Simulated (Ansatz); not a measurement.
A series of calculations on BH4OBr

### Relaxation

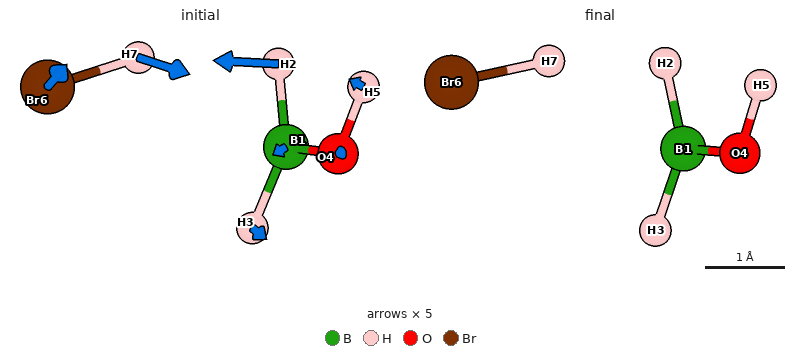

The structure of BH₄OBr before (left) and after (right) a relaxation, at one scale. The blue arrows give the displacements, 5 times their true length.

Style: ball-and-stick. Shown from a free direction.

The run prepares an end point of a later path (reaction) calculation, from a guessed geometry.

Level of theory: RKS LDA/def2-SVP in Ansatz.

Input
```yaml
crystal:
  periodic: [false, false, false]
  atoms:
    - { symbol: B, position_ang: [0.004146, -0.260402, -0.001735] }
    - { symbol: H, position_ang: [-0.077414, -0.506724, 1.181255] }
    - { symbol: H, position_ang: [1.050505, 0.090521, -0.515916] }
    - { symbol: O, position_ang: [-1.045893, -0.446206, -0.811579] }
    - { symbol: H, position_ang: [-1.863516, -0.72578, -0.35828] }
    - { symbol: Br, position_ang: [-0.315693, 2.751093, 1.148323] }
    - { symbol: H, position_ang: [-0.080534, 1.312098, 1.540632] }
basis:
  gaussian: { orbitals: def2-SVP }
hamiltonian:
  xc: lda
relax:
  f_tol: 0.03
  max_steps: 50
```

Command:
```bash
ansatz run input.yaml --threads 1 --pin off --max-ram 2048MiB --backend cpu --events-out ev --progress --plain --runs-dir out
```

> Summarise the run.

The atom that moves furthest after the best rigid fit is H2 (0.18 Å). Largest moves by element: H 0.18 Å, Br 0.11 Å, B 0.04 Å, O 0.03 Å. Near-neighbour distances that change, for instance: B1–Br6 3.239 → 3.157 Å, Br6–H7 1.510 → 1.465 Å, B1–H2 1.211 → 1.241 Å. Over 8 geometry steps the energy falls by 6.82 kJ/mol. The largest force component goes from 1.2 to 0.015 eV/Å. The run took 10 s on 1 thread of Arm Neoverse V2 (shared host), peak memory 0.14 GiB.

### Relaxation

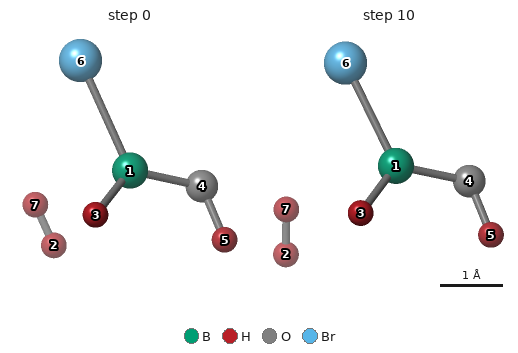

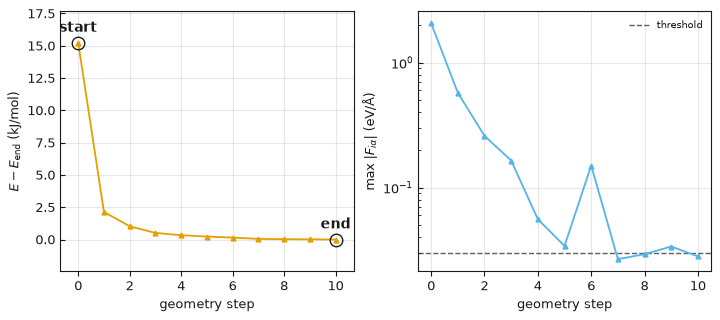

First and last geometry of a relaxation of BH4OBr, with the history of the run. The picture is a ball-and-stick view, seen at a tilt.

The run prepares an end point of a later path (reaction) calculation, from a guessed geometry.

The calculation used RKS LDA/def2-SVP (Ansatz 0.2.0). (no spin polarisation; force threshold 0.03 eV/Å; at most 50 steps)

> Did the run converge, and what did it change?

It converged. Over 10 geometry steps the energy falls by 15.2 kJ/mol. The largest force component goes from 2.1 to 0.028 eV/Å. The atom that moves furthest after the best rigid fit is H2 (0.57 Å). Largest moves by element: H 0.57 Å, O 0.20 Å, B 0.16 Å, Br 0.12 Å. Near-neighbour distances that change, for instance: B1–Br6 1.998 → 1.906 Å, H2–H7 0.729 → 0.784 Å, B1–O4 1.331 → 1.337 Å. Cost: 12 s on 1 thread of Arm Neoverse V2, with other jobs on the host, peak memory 0.14 GiB.

Limits of the set-up: the start holds two separate molecules, 2.3 Å apart at their closest, whose relative position is a soft coordinate and is computed without a dispersion correction.

### Path

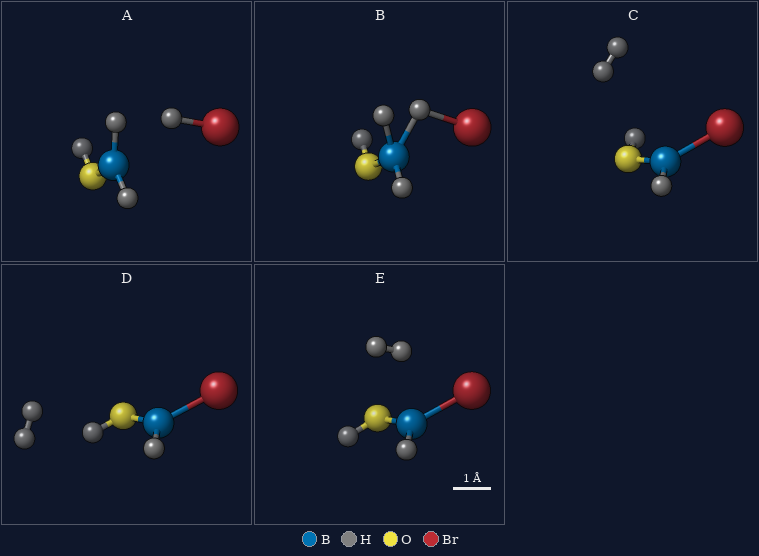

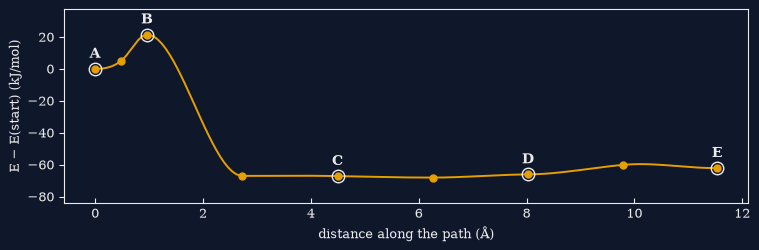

A nudged-elastic-band calculation for BH₄OBr. Images are numbered from 0 (start) to 8 (end). Frames A to E are images 0, 2, 4, 6, 8. The picture is a ball-and-stick view, seen from a free direction.

All numbers below come from Ansatz, RKS LDA/def2-SVP. Set-up: 7 movable images; climbing image; force threshold 0.05 eV/Å; iteration limit 60; starting path through a guess of the saddle point.

Describe the mechanism and the energy profile.

Answer. The path has more than one stage, and so few images may leave a stage unresolved. Breaking: B–H (1.24 → 3.08 Å), Br–H (1.46 → 2.92 Å). Forming: B–Br (3.16 → 1.91 Å), H–H (1.57 → 0.78 Å). Forward barrier 21.5 kJ/mol, backward barrier 83.7 kJ/mol, with image 2 at the top; the reaction energy is −62.1 kJ/mol. Image 5 lies below both ends, at −68.1 kJ/mol, which points to an intermediate minimum that so few images don't resolve. The band converged in 32 iterations. The largest component of the band force went from 3.9 to 0.041 eV/Å. The climbing image converged on the top of the path. Its curvatures weren't checked.

Cost: 3.4 min on 1 thread of Arm Neoverse V2, with other jobs on the host, peak memory 0.14 GiB.
